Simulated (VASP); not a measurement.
# What spin-orbit coupling changes in HfB2, part 2 of 3

Aim: run bands, DOS and a relaxation of HfB2 twice, without and with spin-orbit coupling. All runs use PBE. Left out of this account: 1 further run (self-consistent run: a reference on another mesh). The start is a cell from a database of measured crystal structures.

VASP 6.6.1, plane waves and PAW; the level of theory is named at each step.

So far. Step 2 (Bands along the symmetry lines (PBE)): There is no gap at this level. Step 3 (Band structure (PBE + SOC)): There is no gap at this level. Without the coupling there was no gap either. The run took 3.8 times the core time, with 28 spinor bands against 21.

**4. Density of states (PBE)**

This step: PBE; plane waves and PAW (Hf_pv, B) (VASP 6.6.1).

Here the states are counted by energy and projected on the atoms.

Contents of INCAR:

```
SYSTEM = HfB2
PREC = Accurate
ENCUT = 420
EDIFF = 1E-06
NELM = 100
ISMEAR = -5
SIGMA = 0.05
LREAL = .FALSE.
ALGO = Normal
GGA = PE
NBANDS = 21
LASPH = .TRUE.
LORBIT = 11
LWAVE = .FALSE.
LCHARG = .FALSE.
KPAR = 4
NEDOS = 2001
```

Contents of POSCAR:

```
HfB2
1.0
    3.1400000000      0.0000000000      0.0000000000
   -1.5700000000      2.7193197679      0.0000000000
    0.0000000000      0.0000000000      3.4800000000
Hf B
1 2
Direct
    0.0000000000      0.0000000000      0.0000000000
    0.3333333333      0.6666666667      0.5000000000
    0.6666666667      0.3333333333      0.5000000000
```

Contents of KPOINTS:

```
Automatic mesh
0
Gamma
10 10 8
0 0 0
```

Potentials, in the order of the species: Hf_pv and B (PBE family, release 64).

Command:

```sh
$ mpirun -np 4 vasp_std
```

What it wrote:

```text
[... set-up lines as in an earlier step ...]
 entering main loop
       N       E                     dE             d eps       ncg     rms          rms(c)
DAV:   1     0.298091481987E+02    0.29809E+02   -0.63183E+03  2940   0.612E+02
DAV:   2    -0.273291319763E+02   -0.57138E+02   -0.53933E+02  3798   0.172E+02
DAV:   3    -0.287653616550E+02   -0.14362E+01   -0.14251E+01  3543   0.198E+01
DAV:   4    -0.287686691029E+02   -0.33074E-02   -0.33081E-02  3201   0.109E+00
DAV:   5    -0.287686757601E+02   -0.66572E-05   -0.66626E-05  3432   0.459E-02    0.525E+01
DAV:   6    -0.265161098139E+02    0.22526E+01   -0.93834E-01  3090   0.855E+00    0.383E+01
DAV:   7    -0.264593148705E+02    0.56795E-01   -0.50667E-01  3280   0.513E+00    0.115E+01
DAV:   8    -0.264001055673E+02    0.59209E-01   -0.98482E-02  3120   0.261E+00    0.122E+00
DAV:   9    -0.263947347465E+02    0.53708E-02   -0.10131E-02  3085   0.798E-01    0.311E-01
DAV:  10    -0.263948204919E+02   -0.85745E-04   -0.56375E-04  3200   0.185E-01    0.225E-01
DAV:  11    -0.263948259688E+02   -0.54769E-05   -0.71532E-05  3318   0.489E-02    0.102E-01
DAV:  12    -0.263948243659E+02    0.16029E-05   -0.29575E-06  3225   0.103E-02    0.466E-03
DAV:  13    -0.263948231925E+02    0.11734E-05   -0.13683E-07  1630   0.258E-03    0.456E-03
DAV:  14    -0.263948234619E+02   -0.26939E-06   -0.10539E-08  1580   0.742E-04
   1 F= -.26394823E+02 E0= -.26394823E+02  d E =0.000000E+00
 -----------------------------------------------------------------------------
|                                                                             |
|           W    W    AA    RRRRR   N    N  II  N    N   GGGG   !!!           |
|           W    W   A  A   R    R  NN   N  II  NN   N  G    G  !!!           |
|           W    W  A    A  R    R  N N  N  II  N N  N  G       !!!           |
|           W WW W  AAAAAA  RRRRR   N  N N  II  N  N N  G  GGG   !            |
|           WW  WW  A    A  R   R   N   NN  II  N   NN  G    G                |
|           W    W  A    A  R    R  N    N  II  N    N   GGGG   !!!           |
|                                                                             |
|     Tetrahedron method does not include variations of the Fermi             |
|     occupations, so forces and stress will be inaccurate. We suggest        |
|     using a different smearing scheme ISMEAR = 1 or 2 for metals in         |
|     relaxations.                                                            |
|                                                                             |
 -----------------------------------------------------------------------------
```

The job ended after 6 s (4 MPI ranks of Intel Xeon 6975P-C (Granite Rapids), shared host; peak memory 0.59 GiB; 21 s of CPU time).

Parts of OUTCAR (step 4):

```text
The static configuration has the point symmetry D_6h.

 Found     70 irreducible k-points:

   NELECT =      16.0000    total number of electrons

 E-fermi :   7.8396

 k-point     1 :       0.0000    0.0000    0.0000
  band No.  band energies     occupation
    ...
      4      -6.0843      2.00000
      5       4.6687      2.00000
      6       4.7721      2.00000
      7       4.7721      2.00000
      8       4.8883      2.00000
      9      11.7006      0.00000
     10      11.7006      0.00000
     11      12.3319      0.00000
     12      12.3319      0.00000
     13      12.6614      0.00000
    ...

 k-point     2 :       0.1000    0.0000    0.0000
  band No.  band energies     occupation
    ...
      4      -5.8689      2.00000
      5       4.1751      2.00000
      6       4.7065      2.00000
      7       4.7571      2.00000
      8       4.8820      2.00000
      9      10.9680      0.00000
     10      11.5482      0.00000
     11      11.5515      0.00000
     12      11.9486      0.00000
     13      13.2969      0.00000
    ...

  Total        0.1450732      0.1450732      0.2668657      0.0000000      0.0000000      0.0000000
  in kB        7.8221920      7.8221920     14.3891187      0.0000000      0.0000000      0.0000000
  external PRESSURE =      10.0111676 kB  Pullay stress =       0.0000000 kB

 POSITION                                       TOTAL-FORCE (eV/Angst)
 -----------------------------------------------------------------------------------
      0.00000      0.00000      0.00000        -0.000000      0.000000      0.000000
     -0.00000      1.81288      1.74000        -0.000000      0.000000      0.000000
      1.57000      0.90644      1.74000         0.000000      0.000000      0.000000
 -----------------------------------------------------------------------------------
    total drift:                               -0.000000      0.000000      0.000000

  FREE ENERGIE OF THE ION-ELECTRON SYSTEM (eV)
  ---------------------------------------------------
  free  energy   TOTEN  =       -26.3948234619 eV

  energy  without entropy=      -26.3948234619  energy(sigma->0) =      -26.39482346

 total charge
# of ion       s       p       d       tot
------------------------------------------
    1        0.298   6.579   1.839   8.716
    2        0.664   1.275   0.000   1.939
    3        0.664   1.275   0.000   1.939
--------------------------------------------------
tot          1.626   9.129   1.839  12.595

[... 8 parts as in an earlier step ...]

[... 5 further parts left out ...]
```

With tetrahedra the forces and stress of a metal are not exact derivatives of the energy.

Numbers from this step:

| Property | Result |
| --- | --- |
| SCF cycles | 14 |
| bands | 21 |
| free energy (TOTEN) | -26.39 eV |
| Fermi energy | 7.840 eV |
| pressure | 1.001 GPa |
| DOS at the Fermi level | 0.1905 states/eV/cell |

The density of states has structure finer than the step of the table below, so its rows give means over 1 eV, whole bins alone (the curve runs from -12.0 to 7.02 eV). Peaks (eV: height): total -3.8: 3.00, -3.1: 1.95, 4.8: 2.04, 6.4: 2.37; Hf d -3.8: 0.615, -3.1: 0.482, 4.8: 1.15, 6.4: 1.05; B p -5.4: 0.503, -3.8: 1.09, -3.1: 0.582, 6.4: 0.426; Hf p -11.4: 0.0572, -5.5: 0.100, -3.9: 0.323, -3.1: 0.283; B s -10.4: 0.382, -9.2: 0.116, -8.2: 0.205.

States under -12.0 eV and over 7.0 eV are left out. Density of states against energy, zero at the Fermi level; means over each step; values in states/eV/cell:

```
energy (eV)  total    Hf d     B p     Hf p      B s     Hf s
        -11  0.702  0.0465  0.0507   0.0491    0.298   0.0258
        -10  0.613  0.0604  0.0685   0.0291    0.236   0.0167
         -9  0.312  0.0250  0.0559   0.0213   0.0997  0.00844
         -8  0.683  0.0631   0.155   0.0414    0.175   0.0229
         -7  0.688  0.0726   0.187   0.0372    0.102   0.0495
         -6  0.762  0.0883   0.272   0.0513   0.0536   0.0405
         -5   1.20   0.180   0.454   0.0805   0.0533   0.0412
         -4   1.88   0.362   0.683    0.193   0.0245   0.0263
         -3   1.30   0.360   0.385    0.138  0.00649  0.00262
         -2  0.854   0.380   0.151   0.0265  0.00258  0.00477
         -1  0.319   0.158  0.0480  0.00570   5.5e-4  0.00116
          0  0.219   0.109  0.0355  0.00311   6.5e-4   8.2e-4
          1  0.853   0.380   0.161   0.0206   0.0154  0.00572
          2   1.04   0.507   0.162   0.0252   0.0310   0.0104
          3   1.23   0.699   0.148   0.0315   0.0359   0.0129
          4   1.56   0.861   0.190   0.0531   0.0626   0.0342
          5   1.74   0.960   0.184   0.0642    0.105   0.0564
          6   1.65   0.771   0.268   0.0630    0.116   0.0662
```

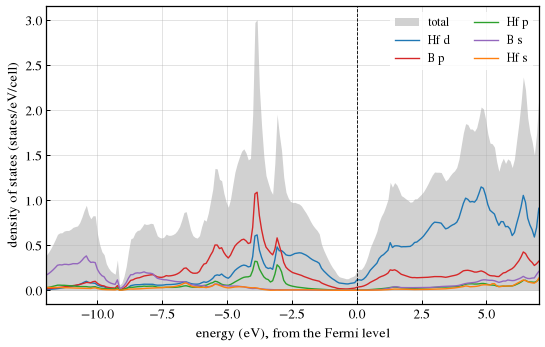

Density of states against energy.

Of the states within 0.3 eV of the Fermi level, the largest shares in the PAW spheres are Hf d 50 % and B p 16 %. The rest lies in smaller channels or between the spheres.

**5. Density of states (PBE + SOC)**

This step: PBE, spin-orbit coupling; plane waves and PAW (Hf_pv, B) (VASP 6.6.1).

Here the states are counted by energy and projected on the atoms.

Changes to INCAR since step 4:

```diff
@@ -10,4 +10,9 @@
 GGA = PE
-NBANDS = 21
+LNONCOLLINEAR = .TRUE.
+MAGMOM = 0 0 0 0 0 0 0 0 0
+NBANDS = 28
+GGA_COMPAT = .FALSE.
 LASPH = .TRUE.
+LSORBIT = .TRUE.
+LMAXMIX = 4
 LORBIT = 11
```

POSCAR is that of step 4.

KPOINTS is that of step 4.

Command:

```sh
$ mpirun -np 4 vasp_ncl
```

What it wrote:

```text
[... set-up lines as in an earlier step ...]
 entering main loop
       N       E                     dE             d eps       ncg     rms          rms(c)
DAV:   1     0.397763045221E+02    0.39776E+02   -0.69448E+03  3928   0.928E+02
DAV:   2    -0.269820225742E+02   -0.66758E+02   -0.62912E+02  4624   0.248E+02
DAV:   3    -0.294272726852E+02   -0.24453E+01   -0.24134E+01  5268   0.361E+01
DAV:   4    -0.294448054797E+02   -0.17533E-01   -0.17464E-01  4916   0.329E+00
DAV:   5    -0.294449370877E+02   -0.13161E-03   -0.13308E-03  4836   0.264E-01    0.585E+01
DAV:   6    -0.271624408568E+02    0.22825E+01   -0.34698E+00  4684   0.130E+01    0.406E+01
DAV:   7    -0.270868290574E+02    0.75612E-01   -0.10500E+00  4840   0.720E+00    0.208E+01
DAV:   8    -0.270765304880E+02    0.10299E-01   -0.42298E-02  4724   0.141E+00    0.492E+00
DAV:   9    -0.270574144512E+02    0.19116E-01   -0.71930E-02  4604   0.199E+00    0.913E-01
DAV:  10    -0.270560026664E+02    0.14118E-02   -0.79236E-03  4524   0.664E-01    0.345E-01
DAV:  11    -0.270559828465E+02    0.19820E-04   -0.16824E-04  4744   0.110E-01    0.208E-01
DAV:  12    -0.270560063504E+02   -0.23504E-04   -0.63066E-05  4616   0.580E-02    0.179E-02
DAV:  13    -0.270560017416E+02    0.46088E-05   -0.40000E-06  4580   0.157E-02    0.204E-02
DAV:  14    -0.270560009642E+02    0.77738E-06   -0.37470E-07  2372   0.474E-03
   1 F= -.27056001E+02 E0= -.27056001E+02  d E =0.000000E+00  mag=    -0.0000     0.0000    -0.0000
 [... a notice as in an earlier step ...]
```

It took 21 s on 4 MPI ranks; peak memory 0.92 GiB; 77 s of CPU time.

OUTCAR, selected parts (step 5):

```text
   NELECT =      16.0000    total number of electrons

 E-fermi :   7.8139

 k-point     1 :       0.0000    0.0000    0.0000
  band No.  band energies     occupation
    ...
     12       4.7158      1.00000
     13       4.8151      1.00000
     14       4.8151      1.00000
     15       4.9013      1.00000
     16       4.9013      1.00000
     17      11.5491      0.00000
     18      11.5491      0.00000
     19      11.7133      0.00000
     20      11.7133      0.00000
     21      12.2563      0.00000
    ...

  Total        0.1527833      0.1527833      0.2663817      0.0000000      0.0000000     -0.0000000
  in kB        8.2379135      8.2379135     14.3630197      0.0000000      0.0000000     -0.0000000
  external PRESSURE =      10.2796156 kB  Pullay stress =       0.0000000 kB

 POSITION                                       TOTAL-FORCE (eV/Angst)
 -----------------------------------------------------------------------------------
      0.00000      0.00000      0.00000         0.000000     -0.000000      0.000000
     -0.00000      1.81288      1.74000        -0.000000      0.000000      0.000000
      1.57000      0.90644      1.74000         0.000000     -0.000000     -0.000000
 -----------------------------------------------------------------------------------
    total drift:                               -0.000000      0.000000     -0.000000

  FREE ENERGIE OF THE ION-ELECTRON SYSTEM (eV)
  ---------------------------------------------------
  free  energy   TOTEN  =       -27.0560009642 eV

  energy  without entropy=      -27.0560009642  energy(sigma->0) =      -27.05600096

 Spin-Orbit-Coupling matrix elements
 Ion:    1  E_soc:     -1.3163755
 Ion:    2  E_soc:     -0.0000610
 Ion:    3  E_soc:     -0.0000610

 magnetization (x)
# of ion       s       p       d       tot
------------------------------------------
    1       -0.000  -0.000  -0.000  -0.000
    2       -0.000   0.000   0.000  -0.000
    3       -0.000   0.000   0.000  -0.000
--------------------------------------------------
tot         -0.000  -0.000  -0.000  -0.000

 magnetization (y)
# of ion       s       p       d       tot
------------------------------------------
    1        0.000   0.000   0.000   0.000
    2        0.000   0.000   0.000   0.000
    3        0.000   0.000   0.000   0.000
--------------------------------------------------
tot          0.000   0.000   0.000   0.000

 magnetization (z)
# of ion       s       p       d       tot
------------------------------------------
    1        0.000  -0.000  -0.000   0.000
    2        0.000   0.000   0.000   0.000
    3        0.000   0.000   0.000   0.000
--------------------------------------------------
tot          0.000  -0.000  -0.000   0.000

[... 8 parts as in an earlier step ...]

[... 9 further parts left out ...]
```

This step gave:

- bands: 28
- free energy (TOTEN): -27.06 eV
- Fermi energy: 7.814 eV
- pressure: 1.028 GPa
- DOS at the Fermi level: 0.2422 states/eV/cell

On-site spin-orbit energy by atom:

```
atom  on-site spin-orbit energy (eV)
 Hf1                           -1.32
  B2                            0.00
  B3                            0.00
```

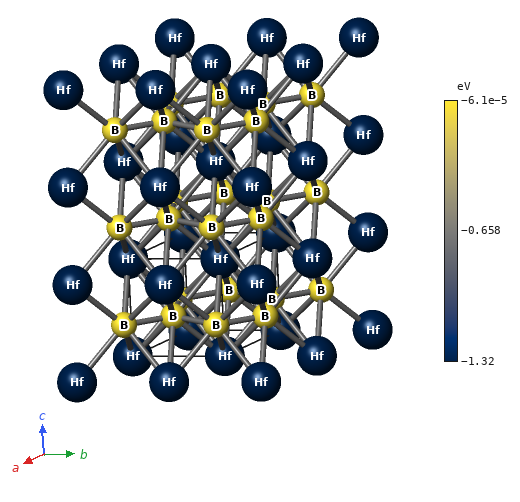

Atoms coloured by on-site spin-orbit energy. 2×2×3 cells are drawn. Some periodic images of atoms are drawn too.

The density of states has structure finer than the step of the table below, so its rows give means over 1 eV, whole bins alone (the curve runs from -12.0 to 1.63 eV). Peaks (eV: height): total -10.4: 0.956, -5.4: 1.35, -3.9: 3.21, -3.0: 2.12; Hf d -10.4: 0.101, -3.9: 0.669, -3.0: 0.526, 1.3: 0.526; B p -5.4: 0.501, -3.9: 1.15, -3.0: 0.620; Hf p -11.5: 0.0603, -5.4: 0.102, -3.9: 0.345, -3.0: 0.311; B s -10.4: 0.387, -9.2: 0.112, -8.1: 0.210.

States under -12.0 eV and over 1.6 eV are left out. Table of density of states by energy, zero at the Fermi level; means over each step; values in states/eV/cell:

```
energy (eV)  total    Hf d     B p     Hf p      B s     Hf s
        -11  0.705  0.0450  0.0497   0.0516    0.300   0.0264
        -10  0.636  0.0630  0.0713   0.0306    0.244   0.0178
         -9  0.294  0.0233  0.0518   0.0206   0.0947  0.00792
         -8  0.691  0.0638   0.155   0.0427    0.179   0.0223
         -7  0.684  0.0722   0.185   0.0375    0.104   0.0479
         -6  0.759  0.0880   0.269   0.0522   0.0547   0.0407
         -5   1.19   0.177   0.450   0.0797   0.0543   0.0414
         -4   1.90   0.371   0.686    0.196   0.0251   0.0283
         -3   1.30   0.352   0.394    0.138  0.00709  0.00279
         -2  0.873   0.387   0.155   0.0279  0.00271  0.00484
         -1  0.329   0.164  0.0493  0.00594   5.6e-4  0.00120
          0  0.208   0.104  0.0337  0.00297   6.1e-4   7.8e-4
          1  0.851   0.382   0.161   0.0204   0.0148  0.00549
```

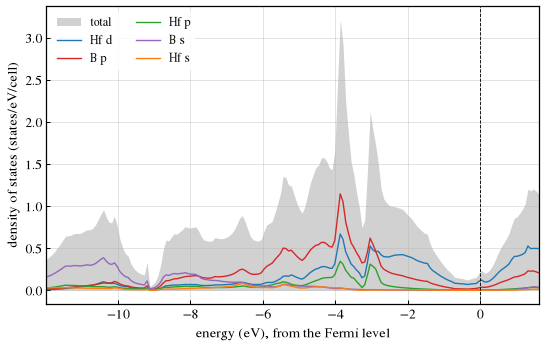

Density of states, plotted against energy.

The DOS at the Fermi level goes from 0.191 to 0.242 states/eV/cell, a number that is sensitive to the mesh. The run took 3.5 times the core time, with 28 spinor bands against 21. Of the states within 0.3 eV of the Fermi level, the largest shares in the PAW spheres are Hf d 51 % and B p 16 %. The rest lies in smaller channels or between the spheres.

(Part 2 of 3 ends here.)

[Lines on the potential files, build, host, timing and source positions are cut from VASP's logs without a mark.]

[Logs are printed without paths, hosts, clocks, repeated set-up lines and the standing remarks that a program may print on its own settings, such as how far it seeks lower states.]

[Hosts, paths, dates, database ids (printed as entryN), source tags and the programs' standing remarks are cut or masked in the printed files.]

[A measured line is paired with the nearest computed mode of its activity, which favours agreement.]
